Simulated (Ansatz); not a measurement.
YCd₂Cl₄ (space group F-43m, No. 216). Coordinates: coordinates from a relaxation with Ansatz, DFT PBE, scalar-relativistic, plane waves, PAW; the starting structure was generated, so it need not be a known form of this composition.

```cif
data_structure
_symmetry_space_group_name_H-M 'F-43m'
_symmetry_Int_Tables_number 216
_cell_length_a 11.7078
_cell_length_b 11.7078
_cell_length_c 11.7078
_cell_angle_alpha 90.000
_cell_angle_beta 90.000
_cell_angle_gamma 90.000
_cell_volume 1604.81
loop_
_atom_site_label
_atom_site_type_symbol
_atom_site_symmetry_multiplicity
_atom_site_Wyckoff_symbol
_atom_site_fract_x
_atom_site_fract_y
_atom_site_fract_z
_atom_site_occupancy
Y1 Y 4 a 0.00000 0.00000 0.00000 1
Cd1 Cd 4 c 0.25000 0.75000 0.75000 1
Cd2 Cd 4 b 0.50000 0.00000 0.00000 1
Cl1 Cl 16 e 0.62489 0.12489 0.87511 1
```

Bonds are taken as Cd–Cl below 2.9 Å. The graph is simplified in the usual way: terminal and isolated atoms are pruned, two-connected atoms become edges.

Derive the underlying net.

The result is a uninodal 4-connected, three-periodic net: Cd is a 4-connected node. Cl becomes part of the edges. Y drops out. It is the dia net, known from diamond, zinc blende and cristobalite. It is a single net, without interpenetration.

```json
{"node": "Cd", "links": "4", "point symbol": "6^6", "coordination sequence": "4 12 24 42 64 92"}
```

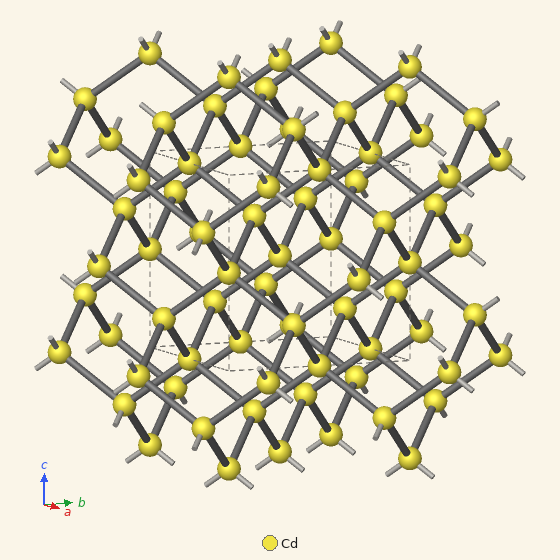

Nodes are coloured by topological kind. Short stubs are edges that leave the cut-out.
